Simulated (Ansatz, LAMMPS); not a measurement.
# Structural relaxation of amorphous Si0.4C0.6 (202 atoms)

Aim: bring amorphous Si0.4C0.6 (202 atoms) to a nearby minimum of the energy and see what moves.

Program: Ansatz 0.2.0. Level of theory: Kohn-Sham DFT, RPBE, PAW (set soft_2), plane waves. Results are calculated unless marked as measured.

## Step 1: Starting point

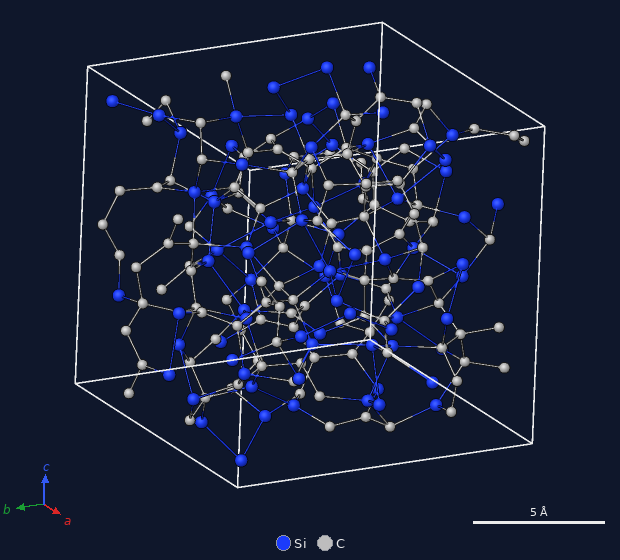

The starting structure, seen from a free direction (silicon blue, carbon light grey). Some periodic images of atoms are drawn too.

The cell holds 202 atoms: 81 Si and 121 C. Cell: a = 12.910 Å, b = 12.910 Å, c = 12.910 Å, α = 90.0°, β = 90.0°, γ = 90.0°. 202 atoms (81 Si, 121 C) placed at random at 2.88 g/cm³, melted at 4500 K for 10 ps at fixed volume with the Erhart-Albe potential (Erhart and Albe, Phys. Rev. B 71, 035211 (2005)). Quenched from 4500 K to 700 K at 100 K/ps and fixed volume, held 5 ps, then minimised at fixed cell.

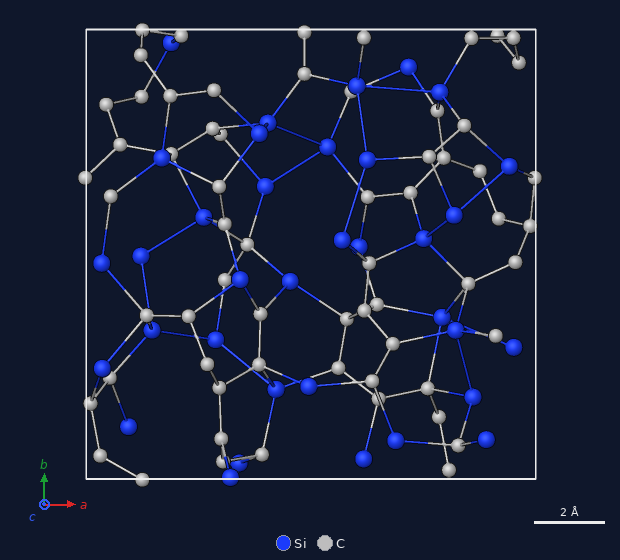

A slice 6 Å thick through the middle of the cell.

Before any run, some limits are plain. The quench rate of 100 K/ps is many orders above laboratory rates, so the cell is likely richer in defects and strain than a real sample. The starting topology of bonds comes from the classical model. Sampling is at Γ alone, for a cell whose shortest periodic width is 13 Å.

## Step 2: How the cell was made

A classical potential supplies the starting structure, since it reaches far longer times than DFT.

This step: classical MD, Erhart-Albe potential (Erhart and Albe, Phys. Rev. B 71, 035211 (2005)) (LAMMPS 22 Jul 2025 - Update 4).

The input, in.lmp:

```
# melt-quench of Si81C121
units metal
atom_style atomic
boundary p p p
region box block 0 12.9103 0 12.9103 0 12.9103
create_box 2 box
mass 1 28.0850   # Si
mass 2 12.0110   # C
create_atoms 1 random 81 179359 NULL overlap 1.58 maxtry 2000
create_atoms 2 random 121 179366 NULL overlap 1.58 maxtry 2000
pair_style tersoff
pair_coeff * * SiC_Erhart-Albe.tersoff Si C
neigh_modify delay 0 every 1 check yes
thermo_style custom step time temp pe press density
thermo_modify norm yes
timestep 0.0005
thermo 100
min_style cg
minimize 1e-4 1e-4 200 2000
reset_timestep 0
velocity all create 4500 179360 mom yes dist gaussian
fix lim all nve/limit 0.05
fix lan all langevin 4500 4500 0.05 179361 zero yes
thermo 500
run 1000 post no
unfix lim
unfix lan
thermo 3333
fix md all nvt temp 4500 4500 0.05
run 20000 post no
unfix md
thermo 7600
fix md all nvt temp 4500 700 0.05
run 76000 post no
unfix md
thermo 5000
fix md all nvt temp 700 700 0.05
run 10000 post no
unfix md
thermo 100
min_style cg
minimize 0 1e-3 2000 20000
write_dump all custom glass.dump id type xs ys zs modify sort id
```

Launch:

```
$ lmp -in in.lmp -log none -nocite
```

Numbers of over 12 decimals in the logs are rounded to 6 here.

The log of the run:

```text
LAMMPS (22 Jul 2025 - Update 4)
Created orthogonal box = (0 0 0) to (12.9103 12.9103 12.9103)
Created 81 atoms
Created 121 atoms
   Step          Time           Temp          PotEng         Press         Density
         0   0              0             -1.544871       849807.61      2.8770084
        61   0.0305         0             -5.0875136      207123.04      2.8770084
Loop time of 0.059898 s on 1 MPI rank(s) for 61 steps with 202 atoms
Minimization stats:
  Stopping criterion = energy tolerance
  Energy initial, next-to-last, final =
     -1.54487100795922  -5.08700536077042  -5.08751357177978
  Force two-norm initial, final = 263.99371 24.494204
  Iterations, force evaluations = 61 99
   Step          Time           Temp          PotEng         Press         Density
         0   0              4500          -5.0875136      265157.14      2.8770084
       500   0.25           5193.0566     -5.0628935      353946.22      2.8770084
      1000   0.5            4246.8567     -5.1118605      312419.74      2.8770084
Loop time of 0.535217 s on 1 MPI rank(s) for 1000 steps with 202 atoms
   Step          Time           Temp          PotEng         Press         Density
      1000   0.5            4246.8567     -5.1118605      312419.74      2.8770084
      3333   1.6665         4602.3722     -5.3730603      255422.09      2.8770084
      6666   3.333          4536.7083     -5.3068641      250668.54      2.8770084
      9999   4.9995         4179.8101     -5.2141751      312260.26      2.8770084
     13332   6.666          4768.5355     -5.1886117      275067.99      2.8770084
     16665   8.3325         4455.5298     -5.1638712      302856.47      2.8770084
     19998   9.999          4912.9851     -5.3098224      318129.68      2.8770084
[... 1 line left out ...]
Loop time of 10.1261 s on 1 MPI rank(s) for 20000 steps with 202 atoms
   Step          Time           Temp          PotEng         Press         Density
[... 12 lines left out ...]
Loop time of 32.974 s on 1 MPI rank(s) for 76000 steps with 202 atoms
   Step          Time           Temp          PotEng         Press         Density
[... 4 lines left out ...]
Loop time of 3.76456 s on 1 MPI rank(s) for 10000 steps with 202 atoms
   Step          Time           Temp          PotEng         Press         Density
[... 17 lines left out ...]
    108700   54.35          772.744       -6.0896394      54338.939      2.8770084
    108800   54.4           772.744       -6.0896394      54338.939      2.8770084
    108900   54.45          772.744       -6.0896394      54338.939      2.8770084
    109000   54.5           772.744       -6.0896394      54338.939      2.8770084
Loop time of 6.09404 s on 1 MPI rank(s) for 2000 steps with 202 atoms
Minimization stats:
  Stopping criterion = max iterations
  Energy initial, next-to-last, final =
     -5.99568014000293  -6.08963939336933  -6.08963939336933
  Force two-norm initial, final = 44.620907 0.25401037
  Iterations, force evaluations = 2000 15614
```

Run time: 54 s. Hardware: 1 thread of Arm Neoverse V2, shared host; peak memory 0.071 GiB.

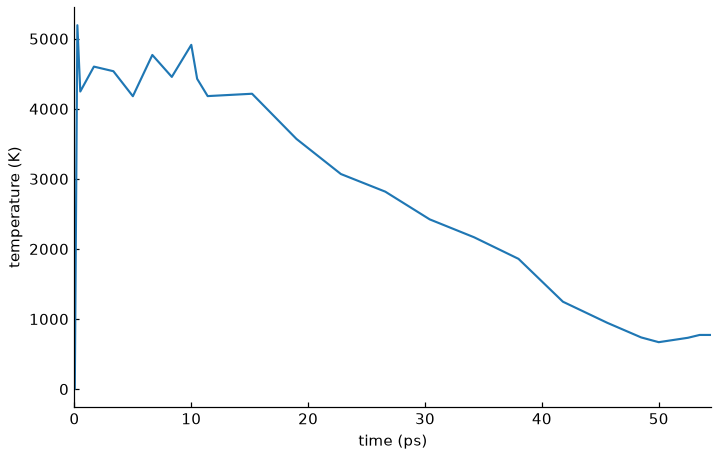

Temperature, plotted against time.

## Step 3: Single point at the start

A single point comes first, to see the forces before anything moves.

The input, input.yaml:

```yaml
crystal:
  lattice:
    - [12.9103, 0.0, 0.0]
    - [0.0, 12.9103, 0.0]
    - [0.0, 0.0, 12.9103]
  atoms:
    - { symbol: Si, position: [0.20006, 0.23198, 0.22021] }
    - { symbol: Si, position: [0.92919, 0.87538, 0.18492] }
    - { symbol: Si, position: [0.60734, 0.51675, 0.28989] }
    - { symbol: Si, position: [0.58834, 0.83175, 0.91888] }
    - { symbol: Si, position: [0.30576, 0.21157, 0.9869] }
    - { symbol: Si, position: [0.5668, 0.56344, 0.96047] }
    - { symbol: Si, position: [0.03474, 0.47972, 0.62998] }
    - { symbol: Si, position: [0.38915, 0.81564, 0.05268] }
    - { symbol: Si, position: [0.53731, 0.73855, 0.37155] }
    - { symbol: Si, position: [0.60251, 0.87468, 0.60118] }
    - { symbol: Si, position: [0.39132, 0.8734, 0.23325] }
    - { symbol: Si, position: [0.34064, 0.0356, 0.28225] }
    - { symbol: Si, position: [0.0826, 0.72728, 0.01656] }
    - { symbol: Si, position: [0.85273, 0.24678, 0.84477] }
    - { symbol: Si, position: [0.03856, 0.25757, 0.05826] }
    - { symbol: Si, position: [0.6888, 0.08518, 0.6235] }
    - { symbol: Si, position: [0.45472, 0.03905, 0.01939] }
    - { symbol: Si, position: [0.86066, 0.18227, 0.50715] }
    - { symbol: Si, position: [0.40452, 0.79176, 0.48973] }
    - { symbol: Si, position: [0.74373, 0.57712, 0.93785] }
    - { symbol: Si, position: [0.40721, 0.42745, 0.17786] }
    - { symbol: Si, position: [0.45396, 0.43965, 0.4414] }
    - { symbol: Si, position: [0.66887, 0.37895, 0.07934] }
    - { symbol: Si, position: [0.18299, 0.59099, 0.84521] }
    - { symbol: Si, position: [0.94138, 0.69555, 0.60506] }
    - { symbol: Si, position: [0.49206, 0.0461, 0.73446] }
    - { symbol: Si, position: [0.1684, 0.71384, 0.61901] }
    - { symbol: Si, position: [0.4554, 0.41588, 0.95177] }
    - { symbol: Si, position: [0.12208, 0.49593, 0.38194] }
    - { symbol: Si, position: [0.01191, 0.66184, 0.17868] }
    - { symbol: Si, position: [0.2618, 0.58208, 0.45714] }
    - { symbol: Si, position: [0.09448, 0.11631, 0.31508] }
    [... 164 atom lines left out ...]
    - { symbol: C, position: [0.12326, 0.85065, 0.2721] }
    - { symbol: C, position: [0.12188, 0.94306, 0.63972] }
    - { symbol: C, position: [0.78456, 0.15837, 0.05124] }
    - { symbol: C, position: [0.26971, 0.25512, 0.70894] }
    - { symbol: C, position: [0.63234, 0.23448, 0.77889] }
    - { symbol: C, position: [0.38801, 0.36721, 0.54432] }
kpoints:
  mp_grid: { grid: [1, 1, 1] }
hamiltonian:
  xc: rpbe
scf:
  occupations: { method: gaussian, width: 0.025 }
output:
  forces: true
  stress: true
  populations: true
  dos:
    method: { smearing: { sigma: 0.1 } }
    de: 0.1
    projected: { site_lists: { C: [C], Si: [Si] } }
  eigenvalues: true
```

Launch:

```
$ ansatz run input.yaml --threads 4 --pin off --max-ram 8192MiB --backend cpu --events-out ev --progress --plain --runs-dir out
```

The log of the run:

```text
Engine: ansatz 0.2.0, aarch64-unknown-linux-gnu
Pseudopotentials: kind: paw
Pseudopotential: Si, paw, valence charge 4, recommended cutoff 420 eV (normal), Si.paw.azcp
Pseudopotential: C, paw, valence charge 4, recommended cutoff 420 eV (normal), C.paw.azcp
[... 5 lines on functional and potentials left out ...]
Crystal: 202 atoms, lattice volume = 2151.835 Å³
Basis set: ecut = 420 eV, 42115 PW (Γ), exchange–correlation on 180×180×180 points (8 copies of the dense FFT grid, shifted against one another)
Bands: 606, of which v1, the nominal top of the filled ones, is band 404 counted from 1 (403 counted from 0)
Symmetry: 1 space group operations
Space group: P1 (ITA 1), of the structure as read, at distance tolerance 1.3e-4 Å
k-points: 1
[... 7 lines on functional and potentials left out ...]
Initial density: superposition of atomic densities (neutral atoms: chi_scale 0, normalization atom), corrected by the library's trained network
Initial wavefunctions: pseudopotential atomic-orbital guess
Functional: x = rpbe, c = pbe(β = 0.066725)
SCF iter   1: F=—  HF=-82121.278871 eV  |F-HF|=—  |Δ(HF+E_count)|=         —  Δρ=1.02e-2  dr2=5.41e0  ethr=1.77e-3  ⟨swp⟩=6.0  Hψ=2546  notcnv=0  defer=167
preconditioner: auto → Kerker (q_TF=auto, 2.317 Å⁻¹)  [metal: Δε(μ)=0.006 eV  Ē_g=11.185 eV  σ=0.025 eV  W_gap=0.15  n_scr=460 (ndim 8)  ℏωp=22.8 eV  f_vac=0.000  D(μ)=97.99/eV (n_scr^D=846)]
SCF iter   2: F=—  HF=-82120.895536 eV  |F-HF|=—  |Δ(HF+E_count)|=   3.83e-1  Δρ=5.49e-3  dr2=1.85e0  ethr=6.69e-4  ⟨swp⟩=1.0  Hψ=697  notcnv=0  defer=169
SCF iter   3: F=—  HF=-82120.703384 eV  |F-HF|=—  |Δ(HF+E_count)|=   1.92e-1  Δρ=1.24e-3  dr2=9.91e-2  ethr=2.29e-4  ⟨swp⟩=3.0  Hψ=715  notcnv=0  defer=171
SCF iter   4: F=—  HF=-82120.696241 eV  |F-HF|=—  |Δ(HF+E_count)|=   7.14e-3  Δρ=4.54e-4  dr2=2.47e-2  ethr=1.23e-5  ⟨swp⟩=3.0  Hψ=854  notcnv=0  defer=187
SCF iter   5: F=—  HF=-82120.695413 eV  |F-HF|=—  |Δ(HF+E_count)|=   8.28e-4  Δρ=1.79e-4  dr2=3.32e-3  ethr=3.06e-6  ⟨swp⟩=2.0  Hψ=434  notcnv=0  defer=187
SCF iter   6: F=—  HF=-82120.695570 eV  |F-HF|=—  |Δ(HF+E_count)|=   1.57e-4  Δρ=8.43e-5  dr2=5.42e-4  ethr=4.11e-7  ⟨swp⟩=3.0  Hψ=920  notcnv=0  defer=187
SCF iter   7: F=—  HF=-82120.695609 eV  |F-HF|=—  |Δ(HF+E_count)|=   3.94e-5  Δρ=3.21e-5  dr2=6.43e-5  ethr=6.70e-8  ⟨swp⟩=2.0  Hψ=487  notcnv=0  defer=187
SCF iter   8: F=—  HF=-82120.695105 eV  |F-HF|=—  |Δ(HF+E_count)|=   5.04e-4  Δρ=1.29e-5  dr2=1.18e-5  ethr=7.96e-9  ⟨swp⟩=2.0  Hψ=887  notcnv=0  defer=187
SCF iter   9: F=—  HF=-82120.695108 eV  |F-HF|=—  |Δ(HF+E_count)|=   3.23e-6  Δρ=4.67e-6  dr2=1.52e-6  ethr=1.47e-9  ⟨swp⟩=2.0  Hψ=701  notcnv=0  defer=187
SCF iter  10: F=—  HF=-82120.695109 eV  |F-HF|=—  |Δ(HF+E_count)|=   5.26e-7  Δρ=1.99e-6  dr2=2.36e-7  ethr=1.88e-10  ⟨swp⟩=2.0  Hψ=824  notcnv=0  defer=187
SCF iter  11: F=-82120.695109 eV  HF=-82120.695109 eV  |F-HF|=2.40e-8  |Δ(HF+E_count)|=   5.73e-8  Δρ=8.17e-7  dr2=5.23e-8  ethr=1.24e-11  ⟨swp⟩=15.0  Hψ=3422  notcnv=0
SCF 1 converged in 11 iterations: F = -82120.695109 eV  dr2 = 5.23e-8
  greatest PAW one-centre occupation: 0.685 electrons in one spin orbital (limit 2), on the C atom at site 134 (counted from 0), in its partial waves of l = 0
SCF converged after 11 iterations
Free energy (F): -82120.695109 eV
Harris-Foulkes:  -82120.695109 eV  (|F-HF|=2.40e-8)
Internal energy: -82120.660028 eV  (E = F + TS)
E sigma→0 (E₀):  -82120.677568 eV
Entropy (-TS):   -0.035081 eV (-0.174 meV/atom)
Fermi energy:    9.509637 eV
--- Per-component energies (eV) ---
  E_band       = 1704.912619
  E_kinetic    = 14303.852565
  E_local      = -18471.489270  (includes V_loc(G=0)·N_el)
  E_nonlocal   = 5233.036080
  E_hartree    = 6308.409068
  E_xc         = -10370.145285
  E_vxc        = -11082.756947  (∫ρ·V_xc dr)
  E_paw        = -53886.816365  (= ΣΔE_a)
  E_vpaw       = -894.547823  (= ΣTr[D̂ρ^β])
  E_aug_tail   = 0.001302  (compensation charges beyond the density's cutoff)
  E_ewald      = -25233.772942
  E_core_change = -3.735182  (= ΣΔE_core)
  E_smearing   = -0.035081  (= −TS)
  E_closure    = -0.000000  (closes the sum)
  Σ components = -82120.695109   (vs F -82120.695109, Δ=0.00e0)
--- Forces (eV/Å), atoms counted from 1 ---
  atom   1  Si    -0.61741140    -0.25836219     0.41388610
  atom   2  Si     0.09723037    -0.09251547    -0.23636608
  atom   3  Si     0.46101416     0.75821686     0.79990727
  atom   4  Si     0.68190062     0.35778997    -0.02191110
  atom   5  Si    -0.18402232     0.06692975     0.01700492
  atom   6  Si     0.73421784     0.06320424    -0.66249175
  atom   7  Si     0.28423549    -0.40562335    -0.25825963
  atom   8  Si    -0.21828692     0.24525342     1.29823547
  atom   9  Si    -0.06674340     0.32937488    -0.44218618
  atom  10  Si     0.11119244    -0.26874554    -0.26774284
  atom  11  Si    -0.74222939     0.33729117    -1.14258755
  atom  12  Si     0.53248473    -0.11472370    -0.03391987
  atom  13  Si     0.71623924    -1.05639631     0.02091650
  atom  14  Si     0.11734989    -0.02349352    -0.14621581
[...]
atom 201  C     -0.07003703     0.07053390     0.37772135
  atom 202  C      0.54379076     0.16441207    -1.02895994
  max |Σ_I F_I| component: 2.40e-5 eV/Å
--- Stress (GPa, compression-positive) ---
        6.337415       1.123269      -0.835316
        1.123268       5.950882       0.136614
       -0.835316       0.136614      10.178146
  P = ⅓ Tr σ = 7.4888 GPa (74.888 kbar)
--- Band table (eV) ---
  k-point 0: bands = ["-8.9393", "-8.7544", "-8.6923", "-8.6466", [... 590 levels ...], "15.9443", "15.9823", "16.0007", "16.0386", "16.0497", "16.0691", "16.0840", "16.1071", "16.1489", "16.1903", "16.2158", "16.2498"]
--- Löwdin populations: 202 sites ---
  site symbol       q [e]
     0     Si      3.6978
     1     Si      3.2125
     2     Si      3.0953
[...]
201      C      4.6352
  spilling = 0.010254 (of n_electrons = 808.000000)
```

Wall time 60 s (4 threads of Arm Neoverse V2, shared host); peak memory 3.3 GiB.

Read from the output:

```yaml
free_energy: -82120.6951 eV
free_energy_per_atom: -406.5381 eV/atom
scf_cycles: 11
pressure: 7.489 GPa
r_m_s_force_component: 0.8462 eV/Å
longest_force: 3.503 eV/Å
fermi_energy: 9.51 eV
levels_partly_filled_by_over_2_per_cent: 4
spilling_of_the_projection: 0.01025
```

The r.m.s. force component of 0.85 eV/Å and the pressure of 7.5 GPa set the starting point.

Length of the force by element:

```tsv
element	coordination	atoms	mean length of the force (eV/Å)	spread	least	most
C	all	121	1.48	0.724	0.142	3.50
Si	all	81	1.04	0.482	0.189	2.26
```

[end of part 1 of 3]

[Logs are printed without paths, hosts, clocks, repeated set-up lines and the standing remarks that a program may print on its own settings, such as how far it seeks lower states.]

[Hosts, paths, dates, database ids (printed as entryN), source tags and the programs' standing remarks are cut or masked in the printed files.]
